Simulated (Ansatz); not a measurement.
# A computed series for CaO: response to strain

The reference is CaO in the rock salt structure (space group Fm-3m, No. 225; a = 4.767 Å).

Strains are applied to the cell and any free atomic positions relax.

All numbers come from PBEsol (Ansatz, a first-principles code), spin-orbit coupling left out.

Notes on the quantities. energy relative to the base: free energy F.

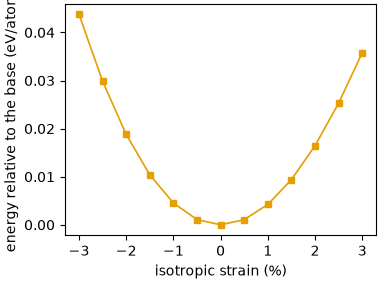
*Energy relative to the base against isotropic strain*

```csv
isotropic strain (%),energy relative to the base
-3,+44 meV/atom
-2.5,+30 meV/atom
-2,+19 meV/atom
-1.5,+10 meV/atom
-1,+4.5 meV/atom
-0.5,+1.1 meV/atom
0.5,+1.1 meV/atom
1,+4.2 meV/atom
1.5,+9.4 meV/atom
2,+16 meV/atom
2.5,+25 meV/atom
3,+36 meV/atom
```

Whether these cells are dynamically stable was not tested.
